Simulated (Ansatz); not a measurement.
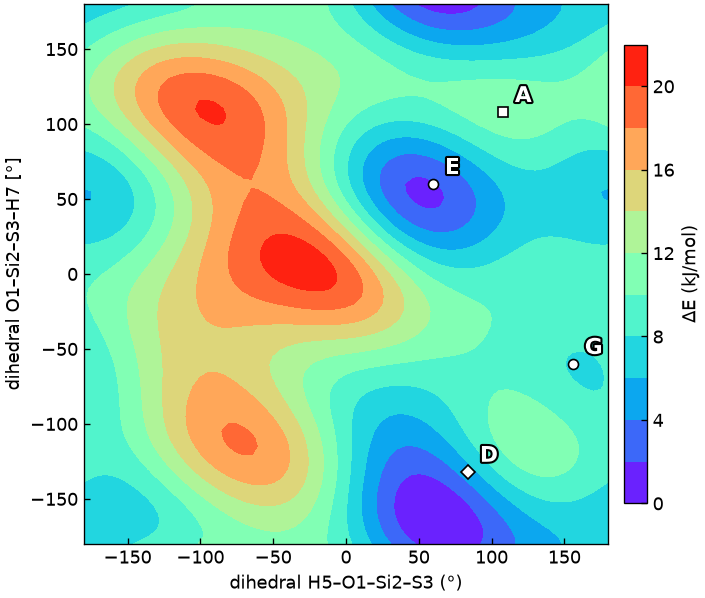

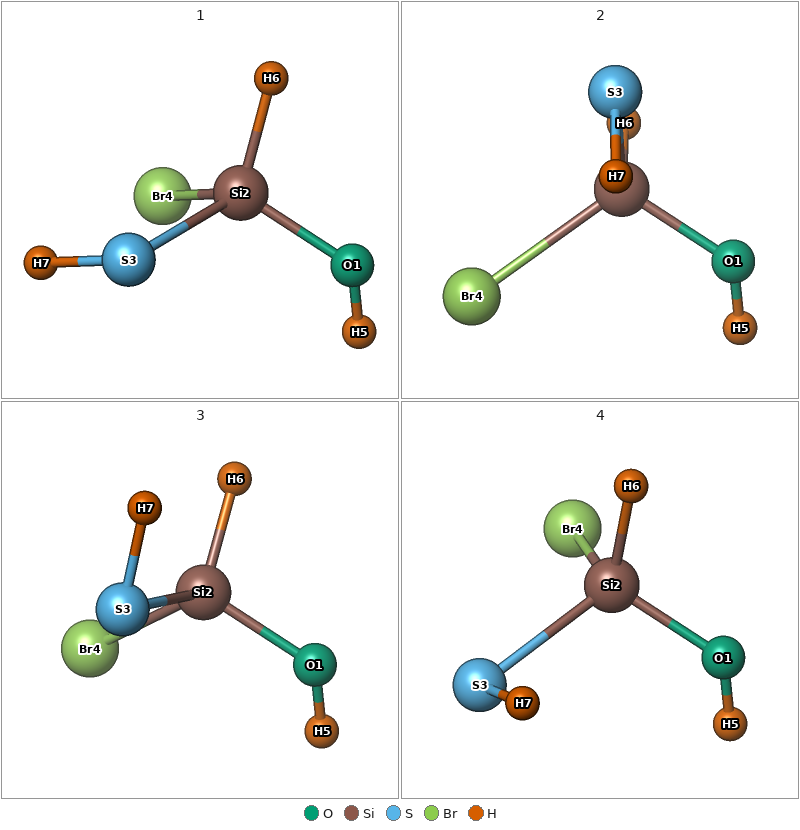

BrH₃OSSi, SMILES O[SiH](S)Br. Coordinates scanned: (1) dihedral H5–O1–Si2–S3; (2) dihedral O1–Si2–S3–H7. Nothing is relaxed (all other coordinates rigid). The scan uses a 15 × 15 grid. Points are written as (first, second). Energies: kJ/mol, counted from the relaxed molecule at the same level. All numbers below come from RHF/def2-TZVP in Ansatz.

The picture shows filled contours, lettered points. Between grid points the surface is interpolated. The numbered pictures are the structures at these points, in random order.

Question: Which structure belongs to which point?

Answer: A is structure 3: (108°, 108°), 11.1 kJ/mol; D is structure 1: (84°, −132°), 5.1 kJ/mol; E is structure 4: (60°, 60°), 1.8 kJ/mol; G is structure 2: (156°, −60°), 7.9 kJ/mol.
